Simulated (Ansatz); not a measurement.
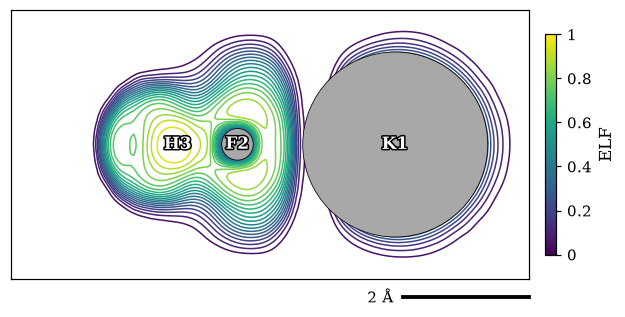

FHK (charge +1). Electron localisation function on a plane that holds the molecular axis. Grey discs cover the atomic cores.

The calculation used RKS PBE-D4/def2-SVP (Ansatz 0.2.0).

What does the map show?

Atoms in the plane: K, F and H.
K–F (2.49 Å): the ELF is about 0.05 at the midpoint; a closed-shell, largely ionic contact.
F–H (0.94 Å): the ELF climbs to about 1 towards the hydrogen, as it does in any bond to H (an ordinary covalent bond to hydrogen).
